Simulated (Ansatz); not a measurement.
## Ligand exchange: BH(CH3)(OH) + GaH2(SH) → BH(CH3)(SH) + GaH2(OH)

Species: BH(CH3)(OH), singlet; GaH2(SH), singlet; BH(CH3)(SH), singlet; GaH2(OH), singlet. The partners trade OH for SH: B–OH and Ga–SH bonds give way to B–SH and Ga–OH.

Shapes, held fixed at every level: PBE0-D4/def2-TZVP. Flexible molecules stand in one conformer, not always the lowest. Programs: Ansatz 0.2.0. The zero-point and thermal change to 298 K, harmonic and unscaled (PBE0-D4/def2-TZVP), is -2.9 kJ/mol.

```tsv
level	kind	ΔH(298 K) (kJ/mol)	less CCSD(T)/def2-TZVPP
HF/def2-SVP	Hartree–Fock	+102.1	+23.7
SPW92/def2-TZVPP	LDA	+82.3	+3.9
r2SCAN-D4/def2-TZVPP	meta-GGA	+79.3	+0.9
PBE0-D4/def2-TZVPP	global hybrid	+82.8	+4.4
r2SCAN0-D4/def2-TZVPP	global hybrid	+83.9	+5.5
MP2/def2-SVP	perturbation theory	+86.2	+7.8
CCSD/def2-TZVPP	coupled cluster or CI	+80.8	+2.4
CCSD(T)/def2-TZVPP	coupled cluster or CI	+78.4	0.0
```

The highest level, CCSD(T)/def2-TZVPP, gives ΔH(298 K) = +78.4 kJ/mol; the levels span +78.4 to +102.1. The column of differences is taken from that level and isn't an error. No measured value is set beside it here. Relativity is left out for Ga. Outer-core shells of Ga are correlated in most correlated rows, in sets that cover them unevenly.

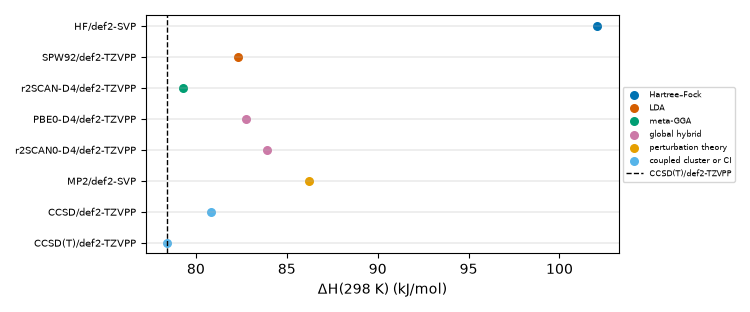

The values of the table, level by level.
